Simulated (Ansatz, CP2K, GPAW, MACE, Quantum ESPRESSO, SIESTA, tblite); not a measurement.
## Σ7 (111) twist boundary in a Pd-Ir solid solution (84 atoms): runs against a plane-wave reference

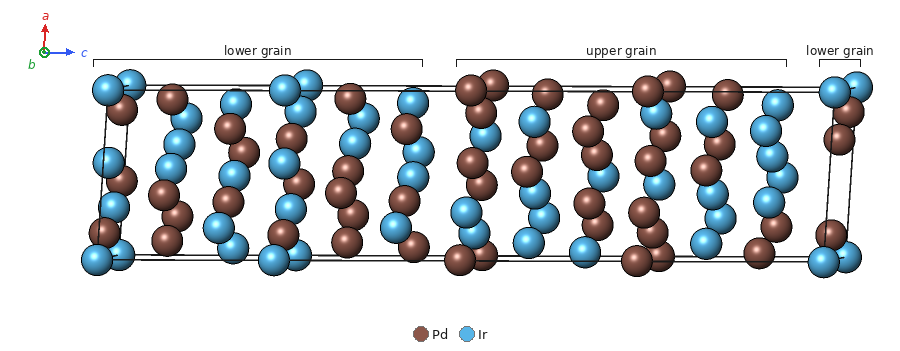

The cell (palladium brown, iridium blue). Some periodic images of atoms are drawn too.

The cell holds 84 atoms: 44 Pd and 40 Ir. Its edges and angles: a = 7.232 Å, b = 7.232 Å, c = 27.381 Å, α = 90.0°, β = 90.0°, γ = 120.0°. Fcc Pd lattice (a = 3.8655 Å, the value set for the mixture); two grains turned against each other by 81.79 deg about [111]; 1 x 1 coincidence cells, 2 lattice periods a grain, two boundaries a cell, upper grain shifted by [0, 0] of the boundary cell and opened by 0.3 Å, one atom of each pair nearer than 2.05 Å removed; 40 of 84 Pd sites given to Ir at random (lattice constant by Vegard's rule between Pd and Ir); not relaxed, displaced by a Gaussian of 0.02 Å. Then every atom was moved at random, 0.03 Å r.m.s. a Cartesian component. Regions: lower grain, 42 atoms (22 Pd and 20 Ir); upper grain, 42 atoms (20 Ir and 22 Pd).

Geometry: as built.

The reference, a calculation:

```
method                 : Kohn-Sham DFT, PBE, PAW, plane waves (Ansatz 0.2.0); cutoff 420 eV, Γ point, fermi-dirac smearing of 0.05 eV; PAW set soft_2
r.m.s. force component : 0.6575 eV/Å
longest force          : 2.635 eV/Å
pressure               : 4.01 GPa
SCF cycles             : 10
time                   : 29 s on 8 threads of Arm Neoverse V1, shared host
CPU time               : 3.7 min
```

Runs, in no order:
A. SIESTA PBE, SZ, shift 0.01 Ry, mesh 300 Ry: Kohn-Sham DFT, PBE, PseudoDojo 0.4.1 norm-conserving pseudopotentials (converted to PSML), numerical atomic orbitals (SZ), diagonalisation
B. CP2K PBE, DZVP-UZH, 600/60 Ry, diagonalisation: Kohn-Sham DFT, PBE, GTH-PBE pseudopotentials, Gaussian and plane waves, DZVP-MOLOPT (UZH set), diagonalisation
C. SIESTA PBE, DZP, shift 0.01 Ry, mesh 300 Ry: Kohn-Sham DFT, PBE, PseudoDojo 0.4.1 norm-conserving pseudopotentials (converted to PSML), numerical atomic orbitals (DZP), diagonalisation
D. MACE MPA-0 medium potential: machine-learned interatomic potential MACE MPA-0 medium, trained on PBE(+U) plane-wave data

In doubt: a PseudoDojo file used here is known to give poor structures and forces (SIESTA), which bears on pressures, cells, forces and phonons.

Q: Order them from the smallest to the largest r.m.s. force difference.

B, C, D, A.

| run | Δ force, r.m.s. (meV/Å) | share of r.m.s. force (%) | CPU time |
| --- | --- | --- | --- |
| B. CP2K PBE, DZVP-UZH, 600/60 Ry, diagonalisation | 38.1 | 5.80 | 1.7 h |
| C. SIESTA PBE, DZP, shift 0.01 Ry, mesh 300 Ry | 134 | 20.4 | 14 min |
| D. MACE MPA-0 medium potential | 213 | 32.4 | 8.8 s |
| A. SIESTA PBE, SZ, shift 0.01 Ry, mesh 300 Ry | 426 | 64.8 | 3.3 min |

Machine-learned potentials mimic data converged in k, so the reference's own k-point error enters their differences. The electronic-structure runs sample only Γ, in a cell whose shortest periodic width is 6 Å, which is coarse for a cell with partly filled levels.

[Logs are printed without paths, hosts, clocks, repeated set-up lines and the standing remarks that a program may print on its own settings, such as how far it seeks lower states.]

[Hosts, paths, dates, database ids (printed as entryN), source tags and the programs' standing remarks are cut or masked in the printed files.]
